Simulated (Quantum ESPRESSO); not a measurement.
**MnB: orders under uniaxial strain**

Wanted: the trend of the moments of MnB with uniaxial strain.

Program: Quantum ESPRESSO 7.5. Level of theory: LDA; plane waves with GBRV 1.5 LDA potentials, no spin-orbit coupling. Results are calculated unless marked as measured.

### Step 1. Set-up

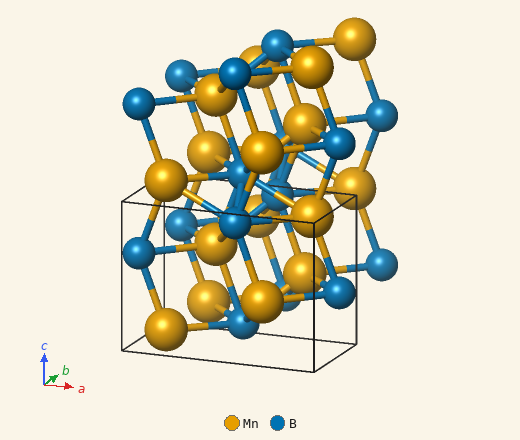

The cell as given, slightly off an axis (manganese orange, boron blue). 1×2×2 cells are drawn.

Structure file:

```cif
data_structure
_symmetry_space_group_name_H-M 'Pnma'
_symmetry_Int_Tables_number 62
_cell_length_a 5.5632
_cell_length_b 2.9769
_cell_length_c 4.1472
_cell_angle_alpha 90.000
_cell_angle_beta 90.000
_cell_angle_gamma 90.000
_cell_volume 68.68
loop_
_atom_site_label
_atom_site_type_symbol
_atom_site_symmetry_multiplicity
_atom_site_Wyckoff_symbol
_atom_site_fract_x
_atom_site_fract_y
_atom_site_fract_z
_atom_site_occupancy
Mn1 Mn 4 c 0.17588 0.25000 0.12083 1
B1 B 4 c 0.03410 0.25000 0.61280 1
```

The cell comes from the Crystallography Open Database.

### Step 2. Factor along z 0.94, ferro ++++

Lengths along Cartesian z scale by the factor. Atoms keep their fractional places. Seeded atoms are those given a starting moment.

File pw.in:

```
&CONTROL
  calculation = 'scf'
  prefix = 'pwscf'
  outdir = './tmp'
  pseudo_dir = './pseudo'
  disk_io = 'nowf'
  tprnfor = .true.
  tstress = .true.
/
&SYSTEM
  ibrav = 0
  nat = 8
  ntyp = 2
  ecutwfc = 40
  ecutrho = 280
  nbnd = 55
  occupations = 'smearing'
  smearing = 'fd'
  degauss = 0.00999582
  nspin = 2
  starting_magnetization(1) = 0.2333
  starting_magnetization(2) = 0
/
&ELECTRONS
  conv_thr = 1.6d-08
  electron_maxstep = 150
  mixing_beta = 0.3
/
ATOMIC_SPECIES
Mn     54.9380 mn_lda_v1.5.uspp.F.UPF
B      10.8100 b_lda_v1.4.uspp.F.UPF
CELL_PARAMETERS bohr
  10.5128903614    0.0000000000    0.0000000000
   0.0000000000    5.6254312141    0.0000000000
   0.0000000000    0.0000000000    7.3669242357
ATOMIC_POSITIONS crystal
Mn      0.1758800000    0.2500000000    0.1208300000
Mn      0.3241200000    0.7500000000    0.6208300000
Mn      0.6758800000    0.2500000000    0.3791700000
Mn      0.8241200000    0.7500000000    0.8791700000
B       0.0341000000    0.2500000000    0.6128000000
B       0.4659000000    0.7500000000    0.1128000000
B       0.5341000000    0.2500000000    0.8872000000
B       0.9659000000    0.7500000000    0.3872000000
K_POINTS automatic
6 10 8 0 0 0
```

Run with:

```
> OMP_NUM_THREADS=1 mpirun -n 4 pw.x -nk 4 -in pw.in > pw.out
```

The log of the run:

```text
Program PWSCF v.7.5 starts

     Message from routine setup:
     using ibrav=0 with symmetry is DISCOURAGED, use correct ibrav instead

     K-points division:     npool     =       4
     Subspace diagonalization in iterative solution of the eigenvalue problem:

     bravais-lattice index     =            0
     lattice parameter (alat)  =      10.5129  a.u.
     unit-cell volume          =     435.6765 (a.u.)^3
     number of atoms/cell      =            8
     number of atomic types    =            2
     number of electrons       =        72.00
     number of Kohn-Sham states=           55
     kinetic-energy cutoff     =      40.0000  Ry
     charge density cutoff     =     280.0000  Ry
     scf convergence threshold =      1.6E-08
     mixing beta               =       0.3000
     number of iterations used =            8  plain     mixing
     Exchange-correlation=  SLA  PZ   NOGX NOGC
                           (   1   1   0   0   0   0   0)

     celldm(1)=  10.512890  celldm(2)=   0.000000  celldm(3)=   0.000000
     celldm(4)=   0.000000  celldm(5)=   0.000000  celldm(6)=   0.000000

     crystal axes: (cart. coord. in units of alat)
               a(1) = (   1.000000   0.000000   0.000000 )
               a(2) = (   0.000000   0.535098   0.000000 )
               a(3) = (   0.000000   0.000000   0.700752 )

     reciprocal axes: (cart. coord. in units 2 pi/alat)
               b(1) = (  1.000000  0.000000  0.000000 )
               b(2) = (  0.000000  1.868815  0.000000 )
               b(3) = (  0.000000  0.000000  1.427039 )

     PseudoPot. # 1 for Mn read from file:
     mn_lda_v1.5.uspp.F.UPF
     Pseudo is Ultrasoft + core correction, Zval = 15.0

     PseudoPot. # 2 for B  read from file:
     b_lda_v1.4.uspp.F.UPF
     Pseudo is Ultrasoft + core correction, Zval =  3.0

     atomic species   valence    mass     pseudopotential
     Mn               15.00    54.93800     Mn( 1.00)
     B                 3.00    10.81000     B ( 1.00)

     Starting magnetic structure
     atomic species   magnetization
     Mn              0.233
     B               0.000

      8 Sym. Ops., with inversion, found ( 6 have fractional translation)

   Cartesian axes

     site n.     atom                  positions (alat units)
         1        Mn     tau(   1) = (   0.1758800   0.1337746   0.0846718  )
         2        Mn     tau(   2) = (   0.3241200   0.4013238   0.4350476  )
         3        Mn     tau(   3) = (   0.6758800   0.1337746   0.2657040  )
         4        Mn     tau(   4) = (   0.8241200   0.4013238   0.6160797  )
         5        B      tau(   5) = (   0.0341000   0.1337746   0.4294206  )
         6        B      tau(   6) = (   0.4659000   0.4013238   0.0790448  )
         7        B      tau(   7) = (   0.5341000   0.1337746   0.6217068  )
         8        B      tau(   8) = (   0.9659000   0.4013238   0.2713310  )

     number of k points=   120  Fermi-Dirac smearing, width (Ry)=  0.0100

     Number of k-points >= 100: set verbosity='high' to print them.

     Dense  grid:    34429 G-vectors     FFT dimensions: (  60,  30,  40)

     Smooth grid:    14865 G-vectors     FFT dimensions: (  48,  24,  30)

     Check: negative core charge=   -0.000059
     Generating pointlists ...
     new r_m :   0.1538 (alat units)  1.6165 (a.u.) for type    1
     new r_m :   0.1312 (alat units)  1.3797 (a.u.) for type    2

     Initial potential from superposition of free atoms

     starting charge      69.9988, renormalised to      72.0000
     Starting wfcs are   68 randomized atomic wfcs

     Self-consistent Calculation

     iteration #  1     ecut=    40.00 Ry     beta= 0.30
     Davidson diagonalization with overlap
     ethr =  1.00E-02,  avg # of iterations =  2.1

     total energy              =    -868.00893235 Ry
     estimated scf accuracy    <       9.97373207 Ry

     total magnetization       =     6.33 Bohr mag/cell
     absolute magnetization    =     6.84 Bohr mag/cell

     iteration #  2     ecut=    40.00 Ry     beta= 0.30
     Davidson diagonalization with overlap
     ethr =  1.00E-02,  avg # of iterations =  2.0

     total energy              =    -870.23404102 Ry
     estimated scf accuracy    <       2.02673740 Ry

     total magnetization       =     8.04 Bohr mag/cell
     absolute magnetization    =     9.01 Bohr mag/cell

     [... further iterations left out ...]

     iteration # 12     ecut=    40.00 Ry     beta= 0.30
     Davidson diagonalization with overlap
     ethr =  4.92E-10,  avg # of iterations =  2.5

     total energy              =    -870.61008586 Ry
     estimated scf accuracy    <       0.00000002 Ry

     total magnetization       =     5.96 Bohr mag/cell
     absolute magnetization    =     6.41 Bohr mag/cell

     iteration # 13     ecut=    40.00 Ry     beta= 0.30
     Davidson diagonalization with overlap
     ethr =  2.37E-11,  avg # of iterations =  2.1

     Magnetic moment per site  (integrated on atomic sphere of radius R)
     atom   1 (R=0.154)  charge= 12.4127  magn=  1.4089
     atom   2 (R=0.154)  charge= 12.4127  magn=  1.4089
     atom   3 (R=0.154)  charge= 12.4127  magn=  1.4089
     atom   4 (R=0.154)  charge= 12.4127  magn=  1.4089
     atom   5 (R=0.131)  charge=  1.4316  magn= -0.0366
     atom   6 (R=0.131)  charge=  1.4316  magn= -0.0366
     atom   7 (R=0.131)  charge=  1.4316  magn= -0.0366
     atom   8 (R=0.131)  charge=  1.4316  magn= -0.0366

     End of self-consistent calculation

     Number of k-points >= 100: set verbosity='high' to print the bands.

     the Fermi energy is    17.9412 ev

!    total energy              =    -870.61008587 Ry
     estimated scf accuracy    <          3.5E-09 Ry
     smearing contrib. (-TS)   =      -0.02805597 Ry
     internal energy E=F+TS    =    -870.58202989 Ry

     The total energy is F=E-TS. E is the sum of the following terms:
     one-electron contribution =    -357.49377797 Ry
     hartree contribution      =     222.72668859 Ry
     xc contribution           =    -117.37104494 Ry
     ewald contribution        =    -618.44389557 Ry

     total magnetization       =     5.96 Bohr mag/cell
     absolute magnetization    =     6.41 Bohr mag/cell

     convergence has been achieved in  13 iterations

     Forces acting on atoms (cartesian axes, Ry/au):

     atom    1 type  1   force =     0.01449351   -0.00000000   -0.00689247
     atom    2 type  1   force =    -0.01449351    0.00000000   -0.00689247
     atom    3 type  1   force =     0.01449351    0.00000000    0.00689247
     atom    4 type  1   force =    -0.01449351    0.00000000    0.00689247
     atom    5 type  2   force =    -0.00184874    0.00000000    0.01517949
     atom    6 type  2   force =     0.00184874    0.00000000    0.01517949
     atom    7 type  2   force =    -0.00184874    0.00000000   -0.01517949
     atom    8 type  2   force =     0.00184874    0.00000000   -0.01517949

     Total force =     0.044335     Total SCF correction =     0.000035

     Computing stress (Cartesian axis) and pressure

          total   stress  (Ry/bohr**3)                   (kbar)     P=      -74.63
  -0.00131271   0.00000000   0.00000000         -193.11        0.00        0.00
   0.00000000  -0.00084057   0.00000000            0.00     -123.65        0.00
   0.00000000   0.00000000   0.00063125            0.00        0.00       92.86

=------------------------------------------------------------------------------=
   JOB DONE.
=------------------------------------------------------------------------------=
```

Run time: 2.4 min. Hardware: 4 MPI ranks of Arm Neoverse V1, shared host; peak memory 0.78 GiB.

Spin moment in the atom's sphere by atom:

| atom | spin moment in the atom's sphere (μB) |
| --- | --- |
| Mn1 | 1.41 |
| Mn2 | 1.41 |
| Mn3 | 1.41 |
| Mn4 | 1.41 |
| B5 | -0.04 |
| B6 | -0.04 |
| B7 | -0.04 |
| B8 | -0.04 |

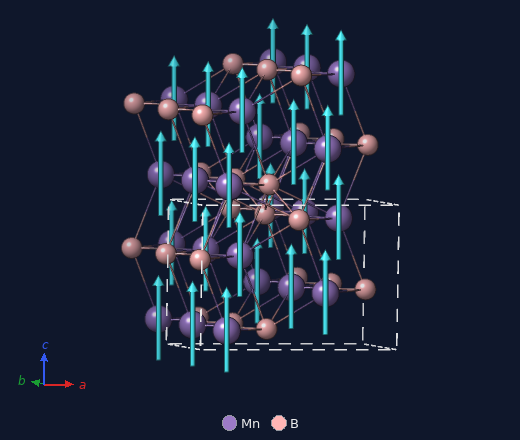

Spin moment in the atom's sphere as arrows, the longest 1.41 μB. Up and down stand for the sign. Arrows give size and sign along the axis of quantisation, drawn up and down the page. 1×3×2 cells are drawn.

Read from the output:

```
smearing term TS       : 0.3817 eV
pressure               : -7.463 GPa
magnetization          : 5.957 μB
absolute magnetization : 6.405 μB
final state            : ferromagnetic
```

### Step 3. Factor along z 0.94, antiferro +--+

pw.in: that of step 2 with these lines changed.

```diff
@@ -12,6 +12,6 @@
   nat = 8
-  ntyp = 2
+  ntyp = 3
   ecutwfc = 40
   ecutrho = 280
-  nbnd = 55
+  nbnd = 48
   occupations = 'smearing'
@@ -21,3 +21,4 @@
   starting_magnetization(1) = 0.2333
-  starting_magnetization(2) = 0
+  starting_magnetization(2) = -0.2333
+  starting_magnetization(3) = 0
 /
@@ -29,3 +30,4 @@
 ATOMIC_SPECIES
-Mn     54.9380 mn_lda_v1.5.uspp.F.UPF
+Mn1    54.9380 mn_lda_v1.5.uspp.F.UPF
+Mn2    54.9380 mn_lda_v1.5.uspp.F.UPF
 B      10.8100 b_lda_v1.4.uspp.F.UPF
@@ -36,6 +38,6 @@
 ATOMIC_POSITIONS crystal
-Mn      0.1758800000    0.2500000000    0.1208300000
-Mn      0.3241200000    0.7500000000    0.6208300000
-Mn      0.6758800000    0.2500000000    0.3791700000
-Mn      0.8241200000    0.7500000000    0.8791700000
+Mn1     0.1758800000    0.2500000000    0.1208300000
+Mn2     0.3241200000    0.7500000000    0.6208300000
+Mn2     0.6758800000    0.2500000000    0.3791700000
+Mn1     0.8241200000    0.7500000000    0.8791700000
 B       0.0341000000    0.2500000000    0.6128000000
```

The log of the run:

```text
     [... lines left out ...]
Program PWSCF v.7.5 starts
     [... lines left out ...]
     number of atoms/cell      =            8
     [... lines left out ...]
     number of electrons       =        72.00
     number of Kohn-Sham states=           48
     kinetic-energy cutoff     =      40.0000  Ry
     charge density cutoff     =     280.0000  Ry
     scf convergence threshold =      1.6E-08
     [... lines left out ...]
      4 Sym. Ops., with inversion, found ( 2 have fractional translation)
     [... lines left out ...]
     number of k points=   156  Fermi-Dirac smearing, width (Ry)=  0.0100
     [... lines left out ...]
     iteration # 23     ecut=    40.00 Ry     beta= 0.30
     [... lines left out ...]
     Magnetic moment per site  (integrated on atomic sphere of radius R)
     atom   1 (R=0.154)  charge= 12.4071  magn=  0.4946
     atom   2 (R=0.154)  charge= 12.4072  magn= -0.4957
     atom   3 (R=0.154)  charge= 12.4072  magn= -0.4957
     atom   4 (R=0.154)  charge= 12.4071  magn=  0.4946
     atom   5 (R=0.131)  charge=  1.4289  magn= -0.0041
     atom   6 (R=0.131)  charge=  1.4289  magn=  0.0041
     atom   7 (R=0.131)  charge=  1.4289  magn=  0.0041
     atom   8 (R=0.131)  charge=  1.4289  magn= -0.0041
     [... lines left out ...]
     the Fermi energy is    17.9496 ev
!    total energy              =    -870.58906445 Ry
     estimated scf accuracy    <          6.0E-09 Ry
     smearing contrib. (-TS)   =      -0.04456613 Ry
     [... lines left out ...]
     total magnetization       =    -0.00 Bohr mag/cell
     absolute magnetization    =     2.24 Bohr mag/cell
     convergence has been achieved in  23 iterations
     [... lines left out ...]
     Total force =     0.051924     Total SCF correction =     0.000073
     [... lines left out ...]
          total   stress  (Ry/bohr**3)                   (kbar)     P=     -129.41
     [... lines left out ...]
```

Wall time 5.1 min (4 MPI ranks); peak memory 0.85 GiB.

Spin moment in the atom's sphere by atom:

| atom | spin moment in the atom's sphere (μB) |
| --- | --- |
| Mn1 | 0.495 |
| Mn2 | -0.496 |
| Mn3 | -0.496 |
| Mn4 | 0.495 |
| B5 | -0.004 |
| B6 | 0.004 |
| B7 | 0.004 |
| B8 | -0.004 |

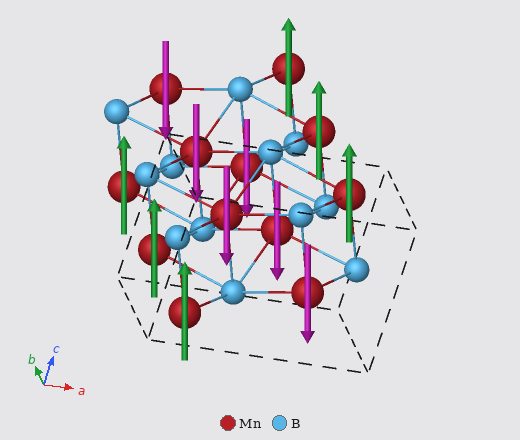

Spin moment in the atom's sphere as arrows, the longest 0.496 μB. Up and down stand for the sign. Arrows give size and sign along the axis of quantisation, drawn up and down the page. The two directions have two colours. 1×3×1 cells are drawn.

This step gave:

```yaml
smearing_term_ts: 0.6064 eV
pressure: -12.94 GPa
magnetization: 0 μB
absolute_magnetization: 2.243 μB
final_state: antiferromagnetic
```

### Step 4. Factor along z 0.94, no spin polarisation

File pw.in:

```
&CONTROL
  calculation = 'scf'
  prefix = 'pwscf'
  outdir = './tmp'
  pseudo_dir = './pseudo'
  disk_io = 'nowf'
  tprnfor = .true.
  tstress = .true.
/
&SYSTEM
  ibrav = 0
  nat = 8
  ntyp = 2
  ecutwfc = 40
  ecutrho = 280
  nbnd = 48
  occupations = 'smearing'
  smearing = 'fd'
  degauss = 0.00999582
/
&ELECTRONS
  conv_thr = 1.6d-08
  electron_maxstep = 150
  mixing_beta = 0.3
/
ATOMIC_SPECIES
Mn     54.9380 mn_lda_v1.5.uspp.F.UPF
B      10.8100 b_lda_v1.4.uspp.F.UPF
CELL_PARAMETERS bohr
  10.5128903614    0.0000000000    0.0000000000
   0.0000000000    5.6254312141    0.0000000000
   0.0000000000    0.0000000000    7.3669242357
ATOMIC_POSITIONS crystal
Mn      0.1758800000    0.2500000000    0.1208300000
Mn      0.3241200000    0.7500000000    0.6208300000
Mn      0.6758800000    0.2500000000    0.3791700000
Mn      0.8241200000    0.7500000000    0.8791700000
B       0.0341000000    0.2500000000    0.6128000000
B       0.4659000000    0.7500000000    0.1128000000
B       0.5341000000    0.2500000000    0.8872000000
B       0.9659000000    0.7500000000    0.3872000000
K_POINTS automatic
6 10 8 0 0 0
```

The log of the run:

```text
     [... lines left out ...]
Program PWSCF v.7.5 starts
     [... lines left out ...]
     number of atoms/cell      =            8
     [... lines left out ...]
     number of electrons       =        72.00
     number of Kohn-Sham states=           48
     kinetic-energy cutoff     =      40.0000  Ry
     charge density cutoff     =     280.0000  Ry
     scf convergence threshold =      1.6E-08
     [... lines left out ...]
      8 Sym. Ops., with inversion, found ( 6 have fractional translation)
     [... lines left out ...]
     number of k points=   120  Fermi-Dirac smearing, width (Ry)=  0.0100
     [... lines left out ...]
     iteration # 11     ecut=    40.00 Ry     beta= 0.30
     [... lines left out ...]
     the Fermi energy is    17.9530 ev
!    total energy              =    -870.58862036 Ry
     estimated scf accuracy    <          3.2E-09 Ry
     smearing contrib. (-TS)   =      -0.04741350 Ry
     [... lines left out ...]
     convergence has been achieved in  11 iterations
     [... lines left out ...]
     Total force =     0.053634     Total SCF correction =     0.000066
     [... lines left out ...]
          total   stress  (Ry/bohr**3)                   (kbar)     P=     -139.52
     [... lines left out ...]
```

It took 55 s on 4 MPI ranks; peak memory 0.55 GiB.

Numbers from this step:

| Item | Value |
| --- | --- |
| smearing term TS | 0.6451 eV |
| pressure | -13.95 GPa |
| final state | non-magnetic (no spin polarisation) |

### Step 5. Factor along z 1.06, ferro ++++

pw.in: that of step 4 with these lines changed.

```diff
@@ -15,3 +15,3 @@
   ecutrho = 280
-  nbnd = 48
+  nbnd = 55
   occupations = 'smearing'
@@ -19,2 +19,5 @@
   degauss = 0.00999582
+  nspin = 2
+  starting_magnetization(1) = 0.2333
+  starting_magnetization(2) = 0
 /
@@ -31,3 +34,3 @@
    0.0000000000    5.6254312141    0.0000000000
-   0.0000000000    0.0000000000    7.3669242357
+   0.0000000000    0.0000000000    8.3073826488
 ATOMIC_POSITIONS crystal
```

The log of the run:

```text
     [... lines left out ...]
Program PWSCF v.7.5 starts
     [... lines left out ...]
     number of atoms/cell      =            8
     [... lines left out ...]
     number of electrons       =        72.00
     number of Kohn-Sham states=           55
     kinetic-energy cutoff     =      40.0000  Ry
     charge density cutoff     =     280.0000  Ry
     scf convergence threshold =      1.6E-08
     [... lines left out ...]
      8 Sym. Ops., with inversion, found ( 6 have fractional translation)
     [... lines left out ...]
     number of k points=   120  Fermi-Dirac smearing, width (Ry)=  0.0100
     [... lines left out ...]
     iteration # 13     ecut=    40.00 Ry     beta= 0.30
     [... lines left out ...]
     Magnetic moment per site  (integrated on atomic sphere of radius R)
     atom   1 (R=0.163)  charge= 12.6550  magn=  1.7882
     atom   2 (R=0.163)  charge= 12.6550  magn=  1.7882
     atom   3 (R=0.163)  charge= 12.6550  magn=  1.7882
     atom   4 (R=0.163)  charge= 12.6550  magn=  1.7882
     atom   5 (R=0.136)  charge=  1.4456  magn= -0.0631
     atom   6 (R=0.136)  charge=  1.4456  magn= -0.0631
     atom   7 (R=0.136)  charge=  1.4456  magn= -0.0631
     atom   8 (R=0.136)  charge=  1.4456  magn= -0.0631
     [... lines left out ...]
     the Fermi energy is    15.5958 ev
!    total energy              =    -870.53022157 Ry
     estimated scf accuracy    <          5.8E-10 Ry
     smearing contrib. (-TS)   =      -0.02225236 Ry
     [... lines left out ...]
     total magnetization       =     7.24 Bohr mag/cell
     absolute magnetization    =     8.07 Bohr mag/cell
     convergence has been achieved in  13 iterations
     [... lines left out ...]
     Total force =     0.025446     Total SCF correction =     0.000020
     [... lines left out ...]
          total   stress  (Ry/bohr**3)                   (kbar)     P=     -334.91
     [... lines left out ...]
```

Run time: 2.8 min. Hardware: 4 MPI ranks; peak memory 0.86 GiB; 11 min of CPU time.

This step gave:

```
smearing term TS       : 0.3028 eV
pressure               : -33.49 GPa
magnetization          : 7.245 μB
absolute magnetization : 8.065 μB
final state            : ferromagnetic
largest moment         : 1.788 μB
```

(Part 1 of 2 ends here.)

[Logs and program files are shortened in this print: banners, set-up blocks, solver, clock and traceback lines can be left out without a mark of their own.]

[Logs are printed without paths, hosts, clocks, repeated set-up lines and the standing remarks that a program may print on its own settings, such as how far it seeks lower states.]

[Hosts, paths, dates, database ids (printed as entryN), source tags and the programs' standing remarks are cut or masked in the printed files.]

[Where a cell is said to come from a database of computed structures, the database is the Materials Project.]
